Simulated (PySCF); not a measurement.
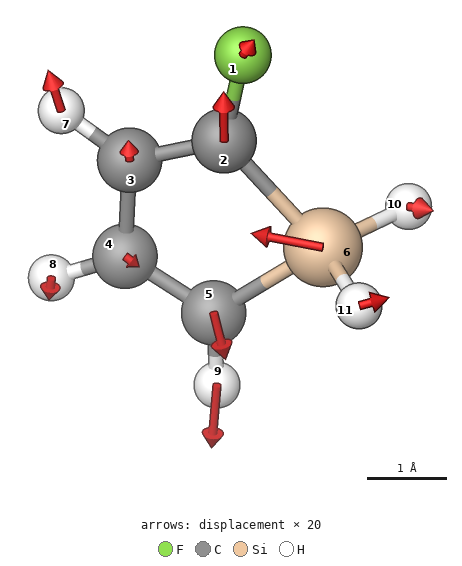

A relaxation of C$_{4}$H$_{5}$FSi. The starting structure is drawn; red arrows show the displacements, magnified 20 times. The two geometries are superimposed by the best rigid fit.

The picture is a ball-and-stick view, seen from a free direction.

The start comes from GFN2-xTB.

All numbers below come from PBE0-D3(BJ)/def2-SVP geometry optimisation, gas phase (PySCF). 

Q: What happened in the run?

A: After 5 geometry steps the energy has fallen by 2.25 kcal/mol. The largest move after the best rigid fit is that of H9, 0.049 Å. Largest moves by element: H 0.049 Å, Si 0.048 Å, C 0.037 Å, F 0.016 Å. Among the contacts that change: Si6–H10 1.461 → 1.493 Å, C3–C4 1.454 → 1.476 Å, F1–C2 1.349 → 1.327 Å, C5–Si6 1.884 → 1.867 Å. Among the angles between lasting bonds that change: H10–Si6–H11 113.7° → 109.1°, C2–Si6–C5 87.2° → 90.9°, C4–C5–Si6 110.1° → 107.1°.
